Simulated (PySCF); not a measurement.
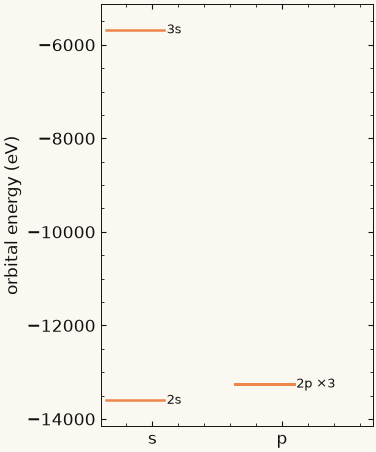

Orbital energies of the mean field, from the top down to −13.60 keV, by angular momentum; ×n counts the orbitals under one label. The highest filled orbital is 3s at −5682 eV, the lowest empty one p at −5543 eV.

**Yb⁵⁸⁺: atomic calculation**

System: Yb⁵⁸⁺, configuration 1s2 2s2 2p6 3s2, multiplicity 1.
Method: unrestricted B3LYP, even-tempered 16s10p4d4f, non-relativistic, point nucleus (PySCF).

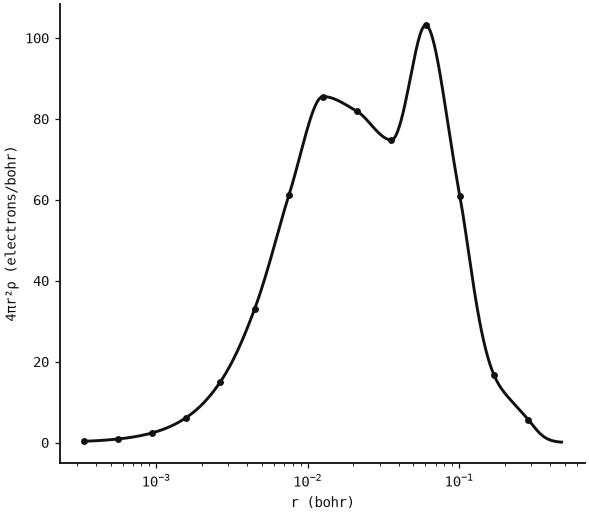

Spherically averaged radial density 4πr²ρ of the mean field; markers are the stored points, which are sparse, and the line is a monotone interpolation between them. The largest stored value is 103 electrons/bohr at r = 0.060 bohr. Root-mean-square radii of the shells: 1s 0.0250, 2p 0.0838, 2s 0.0975, 3s 0.228 bohr.

These pictures come from the run below.

**Input**
```python
from pyscf import gto, scf, dft, mp, cc
mol = gto.M(atom="Yb 0 0 0", charge=58, spin=0, symmetry="D2h",
            basis=gto.etbs([(0, 16, 16, 2.5), (1, 10, 20, 2.5), (2, 4, 74, 2.7), (3, 4, 110, 2.7)]))
mf = dft.UKS(mol, xc="B3LYP")
mf.irrep_nelec = {'Ag': (3, 3), 'B1u': (1, 1), 'B2u': (1, 1), 'B3u': (1, 1)}
mf.kernel()
```

The script is an equivalent of what the driver set up; the driver started from orbitals of its own, so the log can be shorter than this script's would be, and it computed the properties (radii, ⟨L²⟩, response) afterwards. It held the occupations shell by shell, which the script's counts by irreducible representation don't always enforce.

**Output (extracts)**
```
damping factor = 0
level_shift factor = 0
DIIS = <class 'pyscf.scf.diis.CDIIS'>
diis_start_cycle = 1
diis_space = 10
diis_damp = 0
SCF conv_tol = 1e-09
SCF conv_tol_grad = None
number electrons alpha = 6  beta = 6
XC functionals = B3LYP
    P. J. Stephens, F. J. Devlin, C. F. Chabalowski, and M. J. Frisch.,  J. Phys. Chem. 98, 11623 (1994)
cycle= 1 E= -9625.73156343836  delta_E= -0.00472  |g|= 0.00791  |ddm|= 0.0126
cycle= 2 E= -9625.73156352577  delta_E= -8.74e-08  |g|= 0.000274  |ddm|= 0.000145
cycle= 3 E= -9625.73156352593  delta_E= -1.55e-10  |g|= 9e-06  |ddm|= 3.02e-06
converged SCF energy = -9625.73156352593  <S^2> = -1.0658141e-14  2S+1 = 1
```

**Summary**

- outcome: converged
- total energy: −9625.7316 hartree
- kinetic energy: 9624.6172 hartree
- SCF iterations: 3
- hardware: 1 CPU thread, shared host
- CPU time: 0.72 s (integrals apart)

**Remarks**

Relativity is left out, which matters for an atom this heavy.
